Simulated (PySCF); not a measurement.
Vertical excitations of a molecule C₂H₈N₂Si₂ from TDDFT-PBE/def2-SVPD (PySCF), as energy in eV (oscillator strength): 3.63 (0.001), 4.06 (0.003), 4.54 (0.014), 4.74 (0.001), 5.21 (0.012), 5.26 (0.014), 5.41 (0.000), 5.47 (0.021), 5.51 (0.026), 5.79 (0.010). Lowest triplet (TDA): 2.96 eV. Coordinates come from a PBE0-D3(BJ)/def2-SVP optimisation. Other conformers were not sampled.

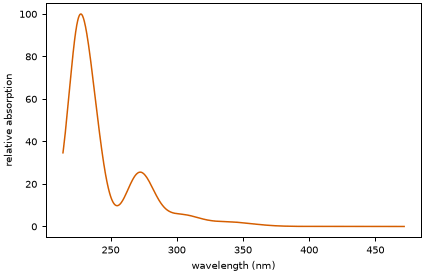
Figure. The lines broadened by 0.4 eV.

Pick the molecule that these values belong to.
A) NC[Si@@H]1N=C[SiH2]1
B) [SiH3]/N=C\C=N\[SiH3]
C) CC1=N[SiH2][Si@H]1N
D) N[SiH2]C1=N[SiH2]C1

C, CC1=N[SiH2][Si@H]1N
